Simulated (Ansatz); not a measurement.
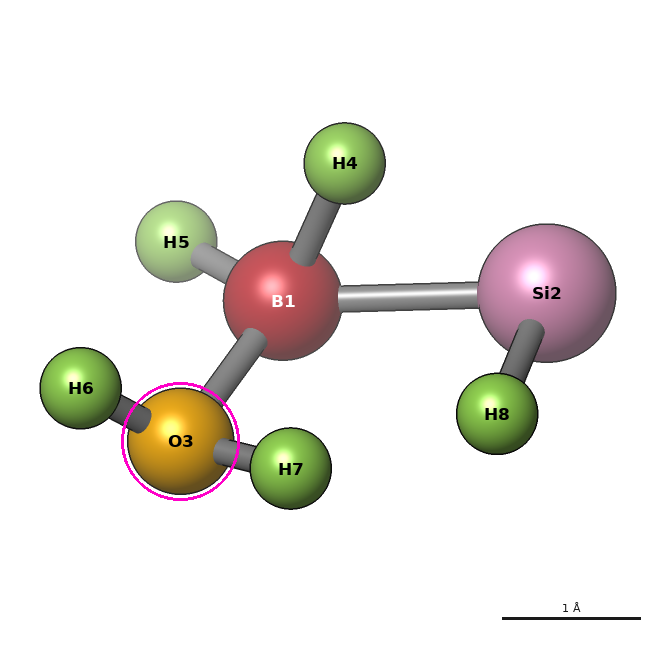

Orthographic view. Depth is shown by fading: the farther an atom, the more it takes the colour of the background. The geometry was computed by an optimisation with PBE-D4/def2-SVP. No frequency run is at hand to confirm it as a minimum.

Question: Which atoms are bonded to the circled atom?

Answer: The circled atom is O3; it is bonded to B1, H6, H7.

Question: What is the shortest path along bonds from the circled atom to H8?

Answer: O3–B1–Si2–H8, 3 bonds; through space the two are 2.42 Å apart.

Question: Of B1 and O3, which is nearer the viewer?

Answer: O3; the bond to B1 points away from the viewer, so it looks shorter than its 1.59 Å.

Question: Which atom is farthest from the viewer?

Answer: H5, 1.6 Å behind the mean position.
